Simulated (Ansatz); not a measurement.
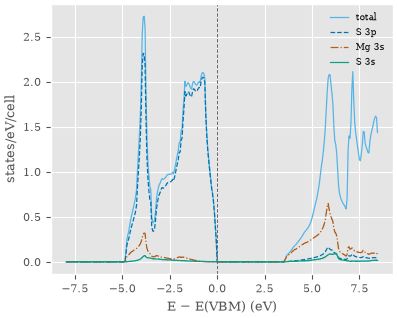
Fig. 1. Total and projected density of states of MgS (rock salt, Fm-3m), plane-wave PAW r²SCAN (Ansatz code)

Which orbitals carry the states next to the gap?

Top 1 eV of the valence band: S 3p 98 %. Bottom 1 eV of the conduction band: Mg 3s 74 %, S 3p 6 %, outside the projected shells 16 %. Projections are on Löwdin-orthogonalised atomic valence shells; empty p or d shells of many metals are not among them.

Where is the tallest occupied peak in this window, and what makes it?

Near -3.8 eV, about 2.7 states/eV per cell; the largest projected share is S 3p.

The r²SCAN relaxation kept the symmetry of its start.

Potentials: the later of the program's two PAW sets.
